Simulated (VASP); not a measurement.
Band structure of SiC (wurtzite). Level of theory: rev-vdW-DF2, VASP's PBE PAW potentials (set 64) (plane waves; VASP).

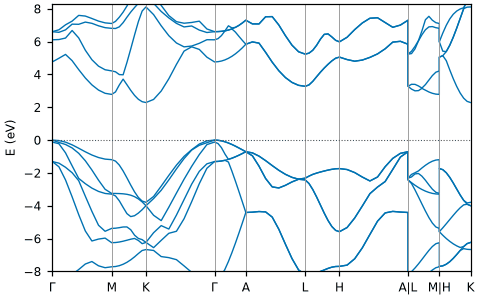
*Bands along high-symmetry lines, zero at the valence-band maximum or, without a gap, the Fermi level*

Task: Read the plot: is there a gap, and where are the band edges?

Result: The gap is indirect, 2.29 eV, from the valence maximum at Γ to the conduction minimum at K. (Edges off the drawn lines would not show.)

Measured: gap 3.33 eV (computed value off by -1.04 eV), as given by Daiki Deguchi et al., Japanese Journal of Applied Physics (2016), arXiv:1512.06930.

The compound is SiC in the wurtzite structure, the rare 2H polytype. It was relaxed first.
